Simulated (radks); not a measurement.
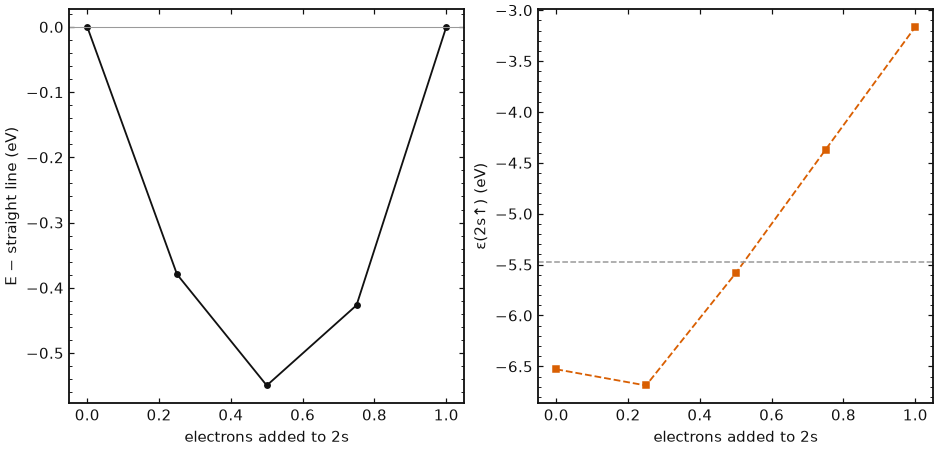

Computed with the in-house radial solver radks: non-relativistic Kohn-Sham, LDA (Slater exchange, Perdew-Wang correlation), spin-polarised, spherical densities, point nucleus. The occupation of the 2s shell is varied from Li⁺ (1s2) to Li ([He] 2s1 (high spin)), with spherical fractional occupations. The plot shows the total energy less the straight line between the end points, and the eigenvalue of 2s↑ (the dashed line is minus the energy to take the whole electron out).

Question: Is the energy convex or concave in the occupation, and by how much?

Answer: The curve is convex (below the straight line), with the largest deviation among the points computed, −0.55 eV, at 0.5. The end points differ by 5.47 eV, the energy to take the electron out. The eigenvalue, which is the slope of the energy (Janak's theorem), moves from −6.53 eV at 0 to −3.16 eV at 1; for a straight line it would stay constant, and a parabola would sag by an eighth of this change, scaled to a whole electron, 0.42 eV. Convexity is the delocalisation error: fractional charges are too low in energy.
